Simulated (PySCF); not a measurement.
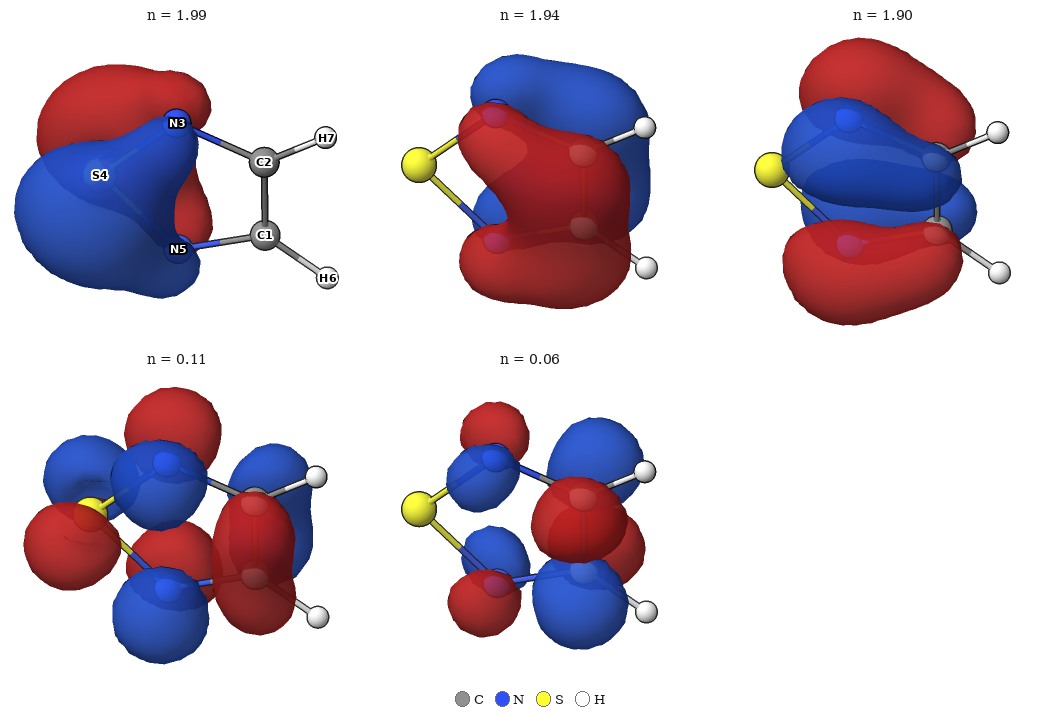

Figure. C$_{2}$H$_{2}$N$_{2}$S, SMILES `c1cnsn1`. Natural orbitals of the π active space, CASSCF(6,5), singlet state, in order of falling occupation.

Computed with PySCF, aug-cc-pVDZ basis, geometry: GFN2-xTB. No frequency check shows the geometry to be a minimum. GFN2-xTB bond lengths at metals and heavier atoms can be off by up to 0.1 Å and shapes distorted, which carries into these values.

Input script:

```python
import numpy as np
from pyscf import gto, scf, dft, mcscf, mrpt
from pyscf.mcscf import avas

def solve(mol, dm0=None, hcore=None):
    mf = scf.ROHF(mol) if mol.spin else scf.RHF(mol)
    mf = mf.density_fit(auxbasis='def2-universal-jkfit')
    mf.conv_tol, mf.max_cycle = 1e-8, 80
    if hcore is not None:
        mf.get_hcore = lambda *args: hcore
    mf.kernel(dm0)
    if not mf.converged:
        mf = mf.newton().run(mf.mo_coeff, mf.mo_occ, max_cycle=30)
    assert mf.converged, 'SCF not converged'
    return mf

mol = gto.M(atom='''
C     -1.17791     0.70383     0.00000
C     -1.17792    -0.70381     0.00000
N      0.03311    -1.21169     0.00000
S      1.10880    -0.00001     0.00000
N      0.03314     1.21168     0.00000
H     -2.03481     1.35135     0.00000
H     -2.03484    -1.35132     0.00000
''', basis='aug-cc-pvdz', charge=0, spin=0, verbose=4)
mf = solve(mol)
ncas, nel, orbs = avas.avas(mf, ['C 2pz', 'N 2pz', 'S 3pz'], threshold=0.5, openshell_option=3)
print('active space', nel, ncas)
assert 2 <= ncas <= 10, 'active space too large or empty'
mc = mcscf.CASSCF(mf, ncas, nel)
mc.natorb, mc.max_cycle_macro = True, 60
mc.fix_spin_(ss=mol.spin / 2 * (mol.spin / 2 + 1))
mc.kernel(orbs)
occ = mc.mo_occ[mc.ncore:mc.ncore + ncas]
print('natural occupations', occ.round(4))
e2 = mrpt.NEVPT(mc).kernel()
out = dict(c=mc.mo_coeff[:, mc.ncore:mc.ncore + ncas], occ=occ, e=mc.e_tot, e2=e2, ehf=mf.e_tot, ok=mc.converged, nel=nel, w0=abs(mc.ci).max() ** 2, dm=mc.make_rdm1())
# the other spin state at the same geometry
other = mol.copy().set(spin=2).build()
mo = scf.ROHF(other).density_fit(auxbasis='def2-universal-jkfit').run()
na = (nel + other.spin) // 2
m2 = mcscf.CASSCF(mo, ncas, (na, nel - na))
m2.natorb = True
m2.fix_spin_(ss=other.spin / 2 * (other.spin / 2 + 1))
m2.kernel(mc.mo_coeff)
e2o = mrpt.NEVPT(m2).kernel()
print('other state above this one / eV: CASSCF', (m2.e_tot - mc.e_tot) * 27.211386, 'NEVPT2', (m2.e_tot + e2o - mc.e_tot - e2) * 27.211386)
np.savez('result.npz', eo=m2.e_tot, e2o=e2o, oko=m2.converged, occo=m2.mo_occ[mc.ncore:mc.ncore + ncas], co=m2.mo_coeff[:, mc.ncore:mc.ncore + ncas], **out)
```

Command:

```sh
OMP_NUM_THREADS=1 python input.py
```

The run took 72 s on 1 thread of Arm Neoverse V2 (shared host), peak memory 0.33 GiB.

How multiconfigurational is the state?

Answer. The leading determinant weighs 0.92; the effective number of unpaired electrons, Σ n²(2−n)², is 0.10; the most occupied of the weakly occupied orbitals holds 0.11 e, as in an ordinary closed-shell π system. The active space lowers the energy by 1.58 eV against Hartree–Fock.

Where does the lowest triplet lie relative to the singlet, at this geometry and within this active space?

Answer. 5.04 eV above it by strongly contracted NEVPT2 (+4.20 eV by CASSCF); a small basis tends to put such gaps a few tenths of an eV too high. This is a vertical energy for π states alone; a state that uses lone pairs or σ orbitals may lie lower.
